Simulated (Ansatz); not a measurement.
# A computed series for LaZnSbO: pressure series

Take LaZnSbO (space group P4/nmm, No. 129; a = 4.1869 Å, c = 9.4192 Å; a cell from a computed database, its experimental status unchecked) as the base.

Cell and atoms are relaxed at each pressure.

Computed with PBEsol/PAW in Ansatz (a quantum-chemistry and plane-wave program), no SOC.

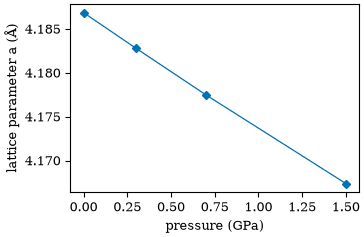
Fig. 1. Lattice parameter a against pressure

Task: From the plot, what is the lattice parameter a for pressure 0.3 GPa?

Result: About 4.183 Å.

Task: Is the trend monotonic over the range shown?

Result: Yes, it falls throughout, spanning 4.167 Å to 4.187 Å.

Load acts through the strain it causes; cell and atoms are relaxed under it. Whether these cells are dynamically stable was not tested. All final runs are without spin polarisation.
